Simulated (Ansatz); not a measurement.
CH$_{3}$ClGa···CH$_{4}$ (doublet)

Input

```
crystal:
  periodic: [false, false, false]
  atoms:
    - { symbol: Ga, position_ang: [0.0, 0.0, 0.0] }
    - { symbol: H, position_ang: [0.0, 0.0, 1.82] }
    - { symbol: Cl, position_ang: [1.9398, 0.0, -1.12] }
    - { symbol: C, position_ang: [-1.7147, 0.0, -0.99] }
    - { symbol: H, position_ang: [-2.2748, -0.9305, -0.7608] }
    - { symbol: H, position_ang: [-2.3188, 0.8797, -0.6846] }
    - { symbol: H, position_ang: [-1.513, 0.0508, -2.0803] }
    - { symbol: C, position_ang: [0.0, 0.0, 3.23] }
    - { symbol: H, position_ang: [-0.5653, -0.8805, 3.6005] }
    - { symbol: H, position_ang: [1.0452, -0.0494, 3.6005] }
    - { symbol: H, position_ang: [-0.4798, 0.9298, 3.6005] }
magnetization:
  spin_polarized: true
  initial_magnetization: 1
basis:
  gaussian: { orbitals: def2-SVP }
hamiltonian:
  xc: pbe
relax:
  f_tol: 0.15
  max_steps: 25
  restrain:
    - { distance: [1, 7], at: 1.11, k: 30.0 }
    - { distance: [0, 1], at: 2.77, k: 30.0 }
output:
  orbitals: {}
```

Run with:

```sh
ansatz run input.yaml --threads 4 --pin off --max-ram 5120MiB --backend cpu --events-out ev --progress --plain --runs-dir out
```

The fields are those of the run's last geometry, not of the input's.

All numbers below come from Ansatz, UKS PBE/def2-SVP.

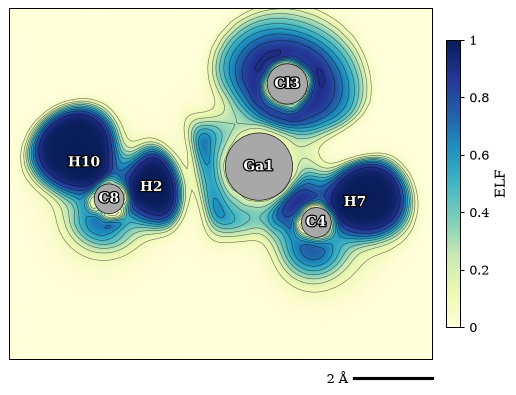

Figure 1. ELF on the plane of atoms H2, C8 and H10. Grey discs cover the atomic cores.

Interpret the plot.

Atoms in the plane: Ga, H, Cl and C. Ga1···H2 (2.78 Å): the ELF dips to about 0.10 between them. C–Ga (2.03 Å): the ELF peaks at about 0.90 in the valence shell of C, 0.7 Å from its nucleus, and is about 0.55 at the midpoint. Ga–Cl (2.22 Å): the ELF peaks at about 0.85 in the valence shell of Cl, 0.8 Å from its nucleus, and is about 0.50 at the midpoint. C–H (1.11 Å): the ELF climbs to about 1 towards the hydrogen, as it does in any bond to H: an ordinary covalent bond to hydrogen. The ELF also peaks beside Cl3, away from the bonds: non-bonding electrons, paired or unpaired.

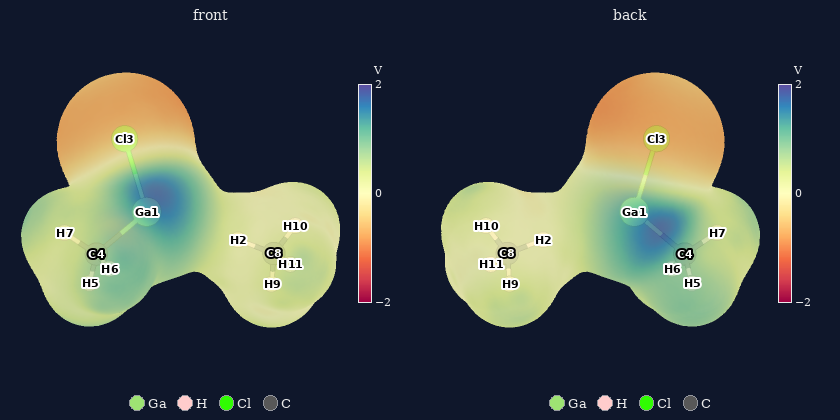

Figure 2. The electrostatic potential painted on the density surface at 0.002 e/bohr³, seen from the front and from behind; the colour scale runs from red (negative) to blue (positive).

Where is the surface potential most negative and most positive?

The most negative region (about −0.9 V, or −21 kcal/mol for a unit charge) lies over Cl3, the most positive (about +1.8 V, or +42 kcal/mol for a unit charge) over Ga1.

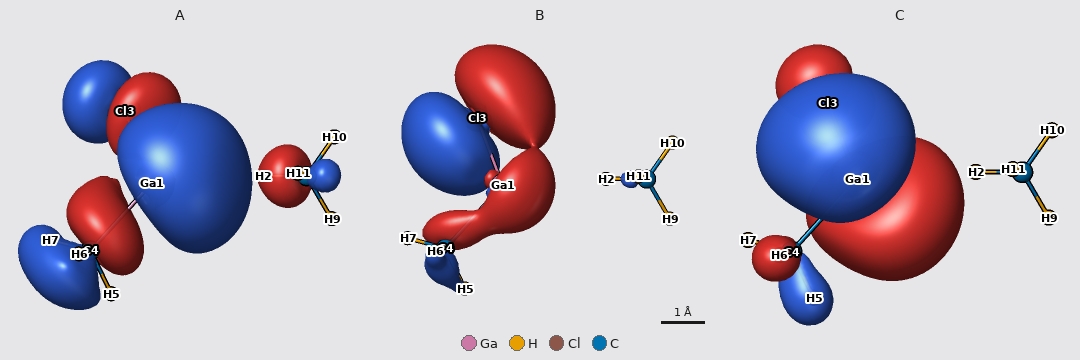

Figure 3. Three frontier orbitals at ±0.08 Å⁻³ᐟ² (red and blue are the two phases), in no order.

Which picture is the HOMO−1, the HOMO and the LUMO? All are α orbitals.

B is the HOMO−1 (α) (−7.15 eV). Its weight (Hirshfeld) is mainly on Cl3 (about 85 %) and Ga1 (about 10 %); largely a lone pair of Cl3. A is the HOMO (α) (−4.75 eV). Its weight (Hirshfeld) is mainly on Ga1 (about 55 %), C4 (about 15 %) and Cl3 (about 15 %). C is the LUMO (α) (−2.22 eV). By Hirshfeld shares it lies mainly on Ga1 (about 80 %) and Cl3 (about 10 %).

What is the gap between the highest occupied and lowest empty α orbitals?

2.53 eV between the orbital energies.

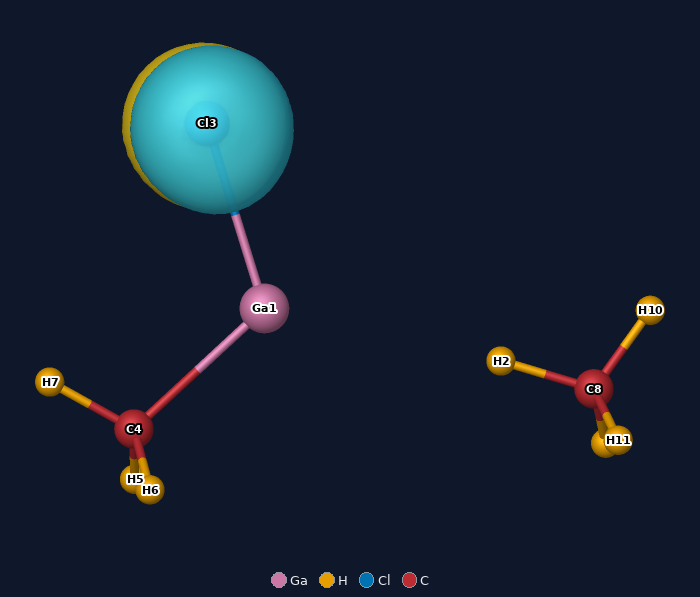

Figure 4. The HOMO−1 (β) at ±0.2 Å⁻³ᐟ² (yellow and cyan are the two phases), seen across its widest extent.

Where does this orbital lie, and at what energy?

It lies mainly on Cl3 (about 90 %) and Ga1 (about 10 %); largely a lone pair of Cl3. Its energy is −7.22 eV.
